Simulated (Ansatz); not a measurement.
The figure comes from a scan of ZnSe (zinc blende): a phonon pattern at X = (0.5, 0.5, 0.0) is frozen into a 4-atom cell, Q being the largest atomic displacement. All values below come from PBE (plane waves to 420 eV, PAW, scalar-relativistic; Ansatz, a program for electronic structure). k mesh 10×10×10 (Γ-centred), Fermi-Dirac smearing 0.05 eV. Energies are smeared free energies. ZnSe was relaxed with its symmetry unable to fall. The zero of ΔE is the undisplaced structure.

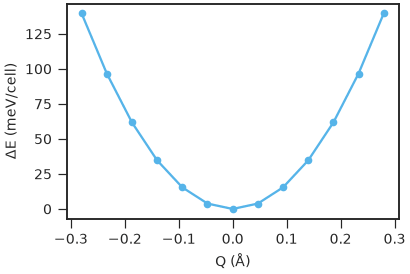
ΔE (meV/cell) against Q (Å); computed points joined by lines.

List the plotted points as numbers.

To the nearest 2:

| Q (Å) | ΔE (meV/cell) |
|---|---|
| -0.280 | 140 |
| -0.233 | 96 |
| -0.187 | 62 |
| -0.140 | 34 |
| -0.093 | 16 |
| -0.047 | 4 |
| 0.000 | 0 |
| 0.047 | 4 |
| 0.093 | 16 |
| 0.140 | 34 |
| 0.187 | 62 |
| 0.233 | 96 |
| 0.280 | 140 |

(A displaced cell: forces are minus the slopes of the energy, force constants its curvatures, and phonons follow from these.)
